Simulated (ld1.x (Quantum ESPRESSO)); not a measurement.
## Run report: Ho, pseudopotential generation (part 2 of 2)

Continued. System: holmium (Ho, Z = 67), core [Kr] 4d10, reference valence 4f10 5s2 5p6 5d1 6s2 6p0, valence charge 21. Method: RRKJ potential, PBE, non-relativistic, made with ld1.x (Quantum ESPRESSO) 7.5.

**Output of the test run (extracts), continued**
```
     ---------------------- Testing the pseudopotential ----------------------

     Ho

     atomic number is 67.00   valence charge is 21.00
     dft =PBE   lsd =0 sic =0 latt =0  beta=0.20 tr2=1.0E-14
     mesh =1265 r(mesh) =  99.01857 xmin = -7.00 dx = 0.01250

     n l     nl             e AE (Ry)        e PS (Ry)    De AE-PS (Ry)
     4 3     4F   1(11.00)       -1.45688       -1.42938       -0.02750  !
     1 0     5S   1( 1.00)       -4.03398       -4.05164        0.01766  !
     2 1     5P   1( 6.00)       -2.66948       -2.68813        0.01865  !
     3 2     5D   1( 0.00)       -0.78197       -0.80121        0.01923  !
     2 0     6S   1( 2.00)       -0.73167       -0.75992        0.02826  !
     3 1     6P   1( 0.00)       -0.48430       -0.50115        0.01686  !

     eps = 3.7E-15  iter = 24

     Etot =  -24133.745196 Ry,  -12066.872598 Ha, -328356.331040 eV
     Etotps =  -418.018465 Ry,    -209.009233 Ha,   -5687.430956 eV
     dEtot_ae =       2.976931 Ry
     dEtot_ps =       3.008872 Ry,   Delta E=      -0.031940 Ry

     Ekin =     477.125326 Ry,     238.562663 Ha,    6491.620769 eV
     Encl =    -752.134362 Ry,    -376.067181 Ha,  -10233.309314 eV
     Ehrt =     306.293984 Ry,     153.146992 Ha,    4167.341952 eV
     Ecxc =    -129.910861 Ry,     -64.955430 Ha,   -1767.527305 eV
     (Ecc =     -79.328858 Ry,     -39.664429 Ha,   -1079.324104 eV)
     Epseu=    -319.392553 Ry,    -159.696276 Ha,   -4345.557059 eV

     ---------------------- End of pseudopotential test ----------------------

     ---------------------- Testing the pseudopotential ----------------------

     Ho

     atomic number is 67.00   valence charge is 21.00
     dft =PBE   lsd =0 sic =0 latt =0  beta=0.20 tr2=1.0E-14
     mesh =1265 r(mesh) =  99.01857 xmin = -7.00 dx = 0.01250

     n l     nl             e AE (Ry)        e PS (Ry)    De AE-PS (Ry)
     4 3     4F   1(11.00)       -0.82146       -0.85088        0.02942  !
     1 0     5S   1( 2.00)       -3.44716       -3.49466        0.04750  !
     2 1     5P   1( 6.00)       -2.12748       -2.17305        0.04557  !
     3 2     5D   1( 1.00)       -0.43476       -0.47959        0.04482  !
     2 0     6S   1( 0.00)       -0.54334       -0.59885        0.05552  !
     3 1     6P   1( 0.00)       -0.35048       -0.39888        0.04840  !

     eps = 4.0E-16  iter = 21

     Etot =  -24136.808522 Ry,  -12068.404261 Ha, -328398.009725 eV
     Etotps =  -421.064048 Ry,    -210.532024 Ha,   -5728.868220 eV
     dEtot_ae =      -0.086395 Ry
     dEtot_ps =      -0.036711 Ry,   Delta E=      -0.049684 Ry

     Ekin =     473.116042 Ry,     236.558021 Ha,    6437.071682 eV
     Encl =    -765.232727 Ry,    -382.616363 Ha,  -10411.521646 eV
     Ehrt =     317.231626 Ry,     158.615813 Ha,    4316.156153 eV
     Ecxc =    -130.471968 Ry,     -65.235984 Ha,   -1775.161563 eV
     (Ecc =     -79.328858 Ry,     -39.664429 Ha,   -1079.324104 eV)
     Epseu=    -315.707021 Ry,    -157.853511 Ha,   -4295.412847 eV

     ---------------------- End of pseudopotential test ----------------------
```

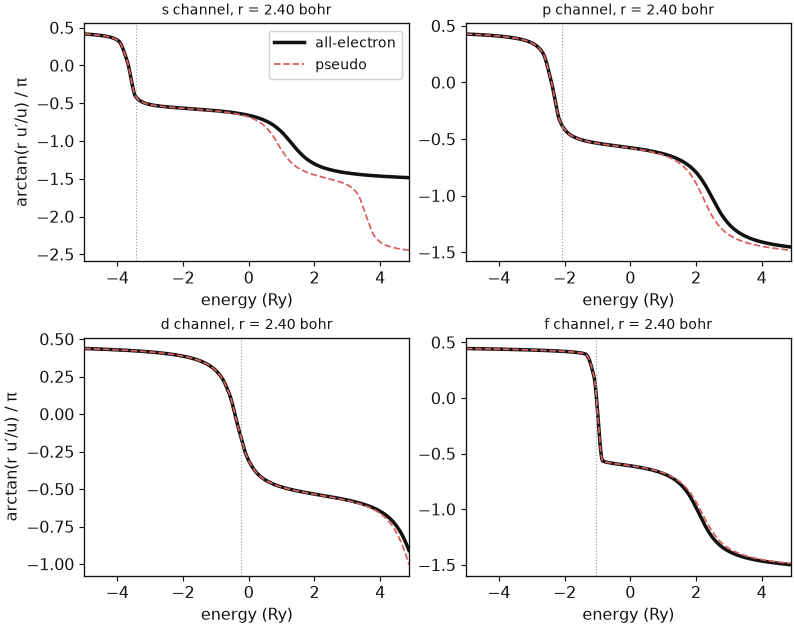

**Figure 1.** Unwrapped phase arctan(r u′/u) in units of π against energy, all-electron (solid) and pseudo (dashed); the pseudo phase is matched to the all-electron one at the reference energy. Here u = r R(r). A near-vertical step is a level narrower than the spacing of the points behind the curves. The dotted line marks the reference energy of the channel.

- Range over which the phases agree within 0.05 rad: s: up to about -0.2 Ry; p: up to about 1.2 Ry; d: up to about 4.0 Ry; f: up to about 1.5 Ry.
- Ghost states: Going away from the reference energies, the phases part by more than π/2 in: s at about 3.5 Ry (above its reference energy, pseudo phase lower). Such a step is either a state that only one of the two atoms has or an ordinary level shifted in energy. The separate test gives: no ghost state below the valence levels in the s, p, d, f channels. The potential isn't sound: the pseudo-atom misses its own reference levels by up to 0.19 eV.

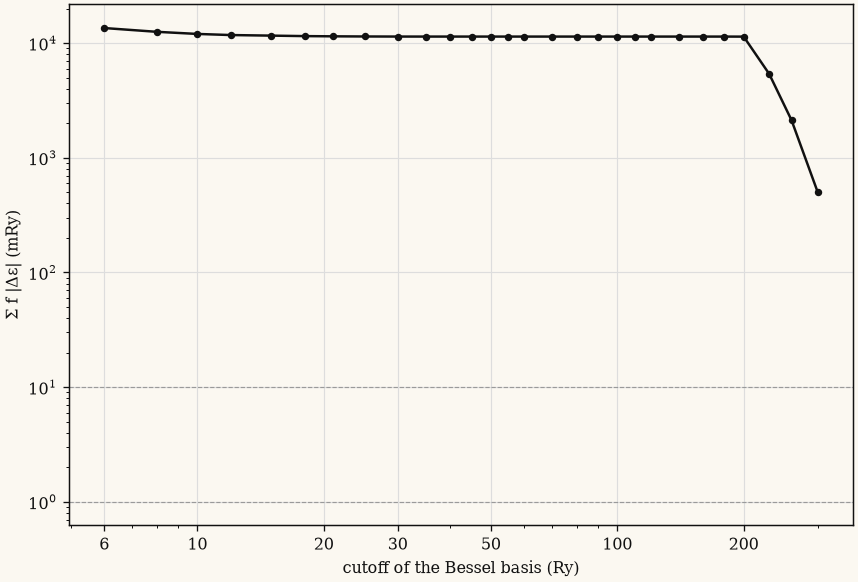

**Figure 2.** The pseudo-atom Hamiltonian at the reference potential is diagonalised in spherical Bessel functions (20 bohr box) up to the cutoff. Curve: occupation-weighted sum of the valence levels' distances from their values at 400 Ry.

- Error at 30 Ry: about 11000 mRy.
- Cutoffs for 10 and 1 mRy in the occupation-weighted sum of levels: over 300 Ry and over 300 Ry, on the ladder of cutoffs that was run.

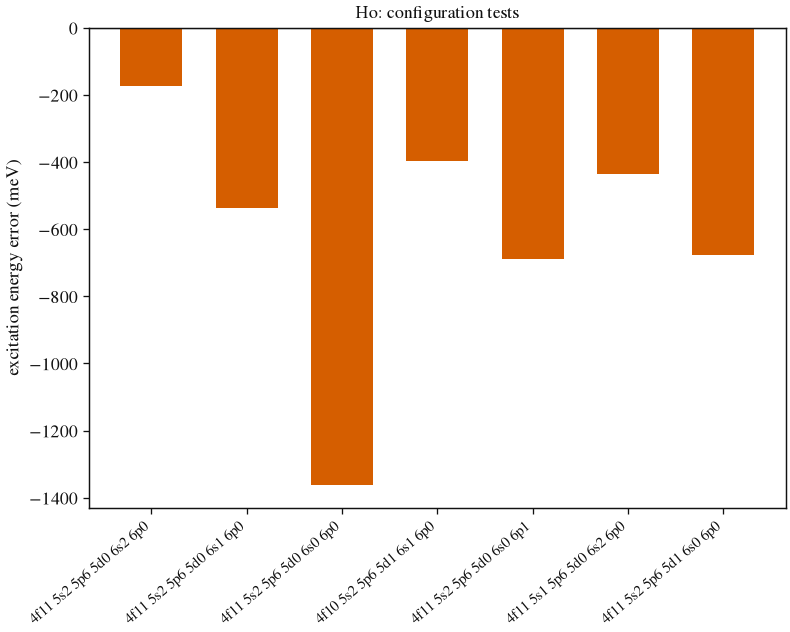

**Figure 3.** Errors, all-electron minus pseudo, of the energies of valence configurations relative to the unpolarised reference 4f10 5s2 5p6 5d1 6s2 6p0.

- Worst configuration: 4f11 5s2 5p6 5d0 6s0 6p0 (charge +2): the error is -1363 meV on an all-electron energy of +8.57 eV relative to the reference, or 16 %. Note that the pseudo-atom misses its own reference levels by up to 0.19 eV.
- Configurations within 10 meV and within 50 meV: 0 and 0 of 7.

**Results in brief**

- outcome: generated; the pseudo-atom misses its reference levels by up to 0.19 eV (6s, which has no pseudo-wave of its own)
- reference test: the pseudo-atom misses its own reference levels by up to 0.19 eV
- cutoffs needed: over 300 Ry and over 300 Ry (the cutoffs, on a coarse ladder, from which the occupation-weighted sum of valence levels, in a spherical-Bessel basis at the reference potential, stays within 10 and 1 mRy of its value at 400 Ry); ghost states and empty shells don't enter this sum
- ghost test: no ghost state below the valence levels in the s, p, d, f channels (spherical-Bessel basis up to 400 Ry, 20 bohr box)
- largest excitation error: -1363 meV (all-electron minus pseudo) for 4f11 5s2 5p6 5d0 6s0 6p0, out of 7 test configurations
- range over which the phases arctan(r u′/u) at the test radius agree within 0.05 rad (a looser test near the poles than one of phase shifts): s: up to about -0.2 Ry; p: up to about 1.2 Ry; d: up to about 4.0 Ry; f: up to about 1.5 Ry
- wall time: 1.7 s

**Notes**

An excitation error of 1363 meV in its own tests makes this a poorly transferable potential.
